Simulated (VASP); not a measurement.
Band structure of ZnO (space group P6_3mc). These are PBE GGA, VASP's PBE PAW potentials (set 64) (plane waves; VASP) values and carry that method's errors.

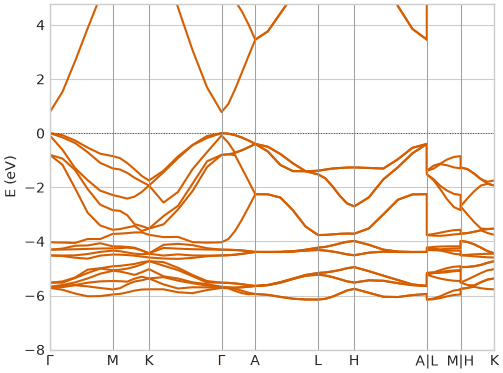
Fig. 1. Bands along high-symmetry lines, zero at the valence-band maximum or, without a gap, the Fermi level

**Question.** Read the plot: is there a gap, and where are the band edges?

**Answer.** The gap is direct, 0.78 eV, from the valence maximum at Γ to the conduction minimum at Γ.

The structure comes from a computed database's ZnO entry; how it stands against other phases isn't given here. The cell was not relaxed at this level.
